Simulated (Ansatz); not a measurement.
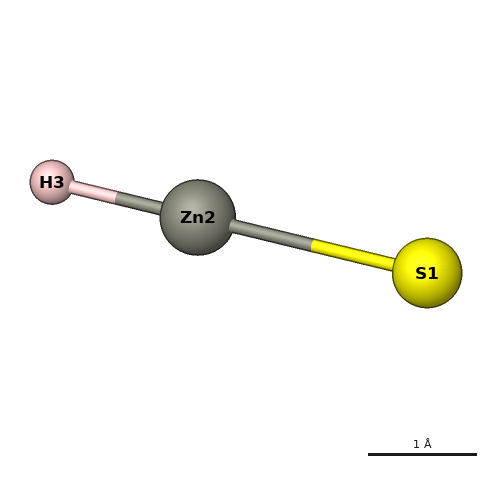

Figure made from data computed with Ansatz.

Numbered structure. Charge 0, doublet. Geometry: moved along internal coordinates away from the minimum.

**How are the neighbours of atom 2 arranged?**

Zn2 has 2 neighbours (S1 at 2.34, H3 at 1.49 Å); the arrangement is linear.
